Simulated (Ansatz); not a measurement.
Single-point calculation, with input and output: Si₂H₆OF₄

System: Si₂H₆OF₄.
Method: RKS PBE0-D4/def2-TZVPP (Ansatz 0.2.0).

The geometry is a transition state. The reaction was set up to form Si1–F8, H7–F10 and O2–H9 and to break Si1–O2, H7–F8 and H9–F10 (atoms counted from 1 in the order of the input); sticks are drawn by distance alone. The geometry comes from this level: PBE0-D4/def2-TZVP.

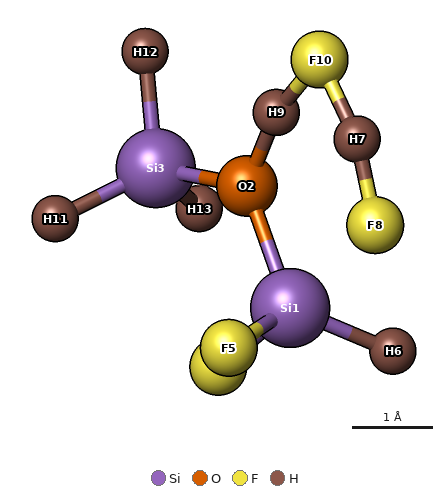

*The structure (ball-and-stick view, seen at a tilt; atoms are numbered from 1 in the order of the input).*

Bond lengths as drawn: F–H 1.11 to 1.17 Å, F–Si 1.58 to 1.63 Å, H–O 1.17 Å, H–Si 1.46 to 1.48 Å and O–Si 1.71 to 1.73 Å.

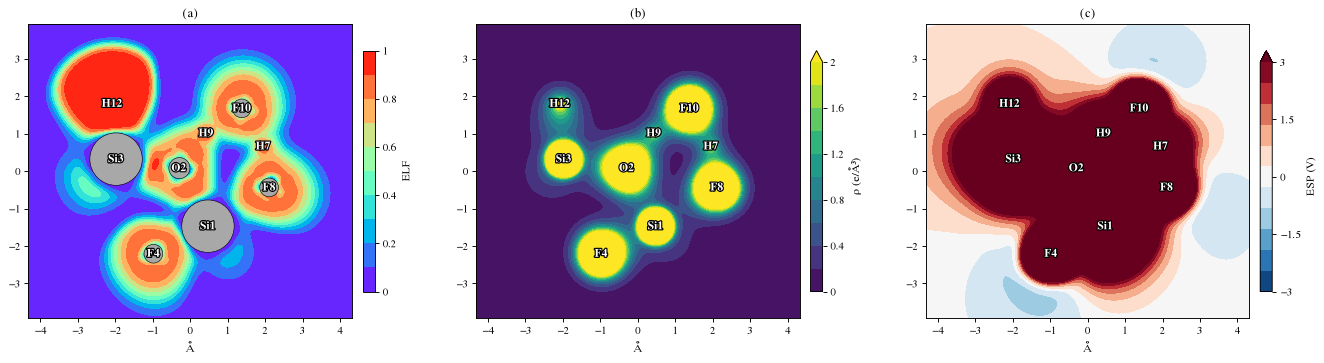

*(a) electron localisation function; (b) total electron density; (c) molecular electrostatic potential on the plane of atoms O2, Si1 and F4. Grey discs, where drawn, cover atomic cores.*

F–H (1.11 Å): ρ is about 3 e/Å³ halfway, with its minimum of 1.3 e/Å³ about 0.9 Å from F; the ELF peaks at about 0.85 between the atoms. O–H (1.17 Å): ρ at the midpoint is about 2.5 e/Å³, with its minimum of 1.3 e/Å³ about 0.9 Å from O; the ELF peaks at about 0.90 between the atoms.

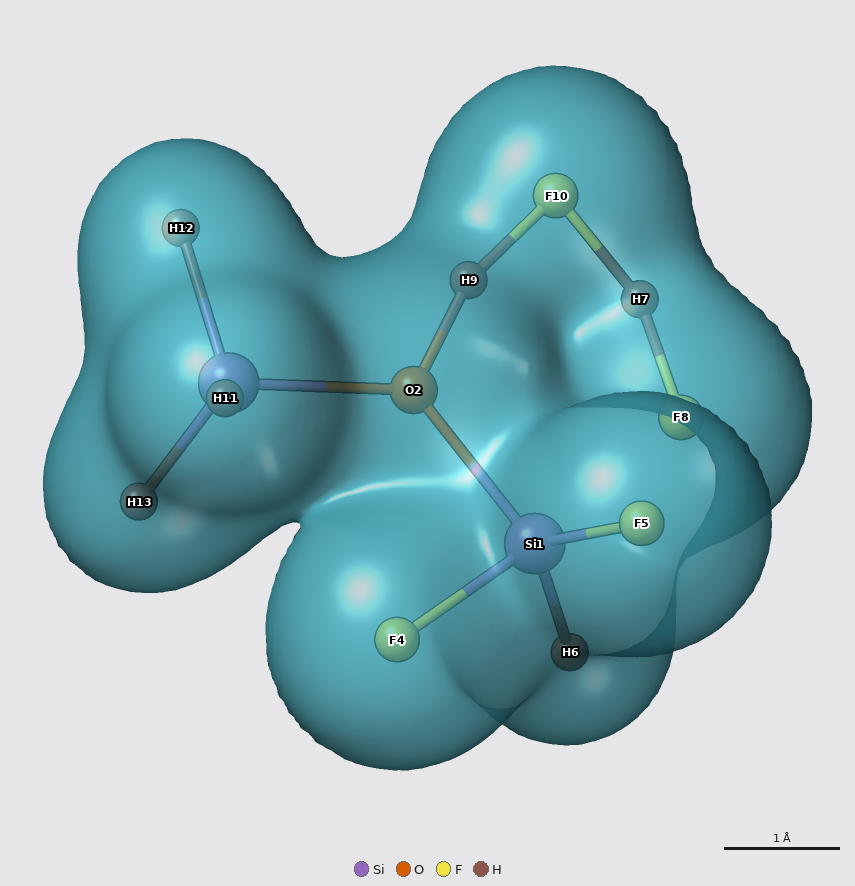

*Isosurface of the electron density at 0.1 e/Å³ (cyan), seen at a tilt.*

At this value the surface is in one piece. On the grid the lowest density along these lines, outside the cores, is 1 e/Å³ (Si–F, 1.58 Å), 0.82 e/Å³ (Si–O, 1.71 Å), 1.3 e/Å³ (F–H, 1.11 Å) and 0.94 e/Å³ (Si–F, 1.63 Å).

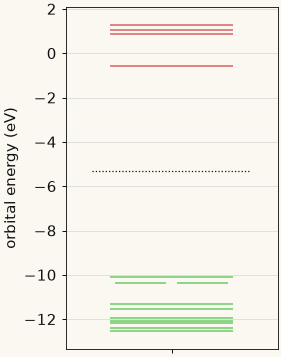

*Orbital energies near the frontier; the dotted line parts filled from empty levels, and levels within 0.02 eV of each other stand side by side.*

Highest filled −10.08 eV, lowest empty −0.59 eV, 9.49 eV apart.

These pictures come from the run below.

### Input file
```yaml
crystal:
  periodic: [false, false, false]
  atoms:
    - {symbol: Si, position_ang: [-0.944343, 0.400963, 0.939671]}
    - {symbol: O, position_ang: [0.220249, -0.168765, -0.201757]}
    - {symbol: Si, position_ang: [0.070886, 0.002933, -1.894963]}
    - {symbol: F, position_ang: [-1.916142, 0.893471, -0.274045]}
    - {symbol: F, position_ang: [-0.578690, 1.822811, 1.531654]}
    - {symbol: H, position_ang: [-1.884862, -0.500126, 1.601698]}
    - {symbol: H, position_ang: [1.251544, -0.663674, 1.805612]}
    - {symbol: F, position_ang: [0.289962, -0.315830, 2.243763]}
    - {symbol: H, position_ang: [1.218256, -0.591708, 0.242628]}
    - {symbol: F, position_ang: [2.037976, -0.945015, 0.989291]}
    - {symbol: H, position_ang: [-0.001048, 1.433466, -2.243708]}
    - {symbol: H, position_ang: [1.333075, -0.599994, -2.381083]}
    - {symbol: H, position_ang: [-1.096762, -0.768631, -2.358762]}
basis:
  gaussian: {orbitals: def2-TZVPP}
hamiltonian: {xc: pbe0, dispersion: d4}
output: {orbitals: {seedname: orbitals}}
```

Run as:
```bash
ansatz run in.yaml --threads 4 --pin off --events-out ev --progress --plain --max-ram 46080MiB --backend cuda --devices 0, --max-vram 37GiB
```

### What the program printed
```
Functional definition: PBE0
  name "PBE0"
  cite "Adamo & Barone, J. Chem. Phys. 110, 6158 (1999) doi:10.1063/1.478522"
  cite "Perdew, Burke & Ernzerhof, Phys. Rev. Lett. 77, 3865 (1996) doi:10.1103/PhysRevLett.77.3865"
  parent pbe
  parameter a = 0.25
  parameter kappa = 0.804
  parameter beta = 0.06672455060314922
  exchange = (1 - a)*pbe_x(kappa = kappa, mu = beta*pi^2/3) + a*exact_x
  correlation = pbe_c(beta = beta)
1711 factors; their error is unknown
mean field evaluation 1: about -28754.7416 eV, gradient 6.8e1 eV
mean field evaluation 2: about -28749.1310 eV, gradient 9.2e1 eV
mean field evaluation 4: about -28760.8708 eV, gradient 3.7e0 eV
mean field evaluation 8: about -28760.8933 eV, gradient 4.1e-2 eV
mean field evaluation 16: about -28760.9695 eV, gradient 5.8e-5 eV
mean field -28760.96950054 eV, -1056.9461342596 hartree, gradient 5.8e-5 eV, S^2 0.000000; 0 other end points of the search recorded, 0 dependent functions left out
reference -28760.96953354 eV, -1056.9461354724 hartree; 39, 39 occupied and 284, 284 virtual orbitals, 1711 factors
Total energy: -28761.21734584 eV, -1056.9552424062 hartree
```

### Key numbers

- outcome: converged
- total energy: −28761.2173 eV
- mean-field energy: −28760.9695 eV
- dispersion energy: −0.2478 eV
- SCF solution under orbital rotations: stable
- HOMO: −10.08 eV
- LUMO: −0.59 eV
- hardware: 4 CPU threads, shared host
- wall time: 2 s (CPU time 2.2 s)
- peak memory: 0.88 GiB
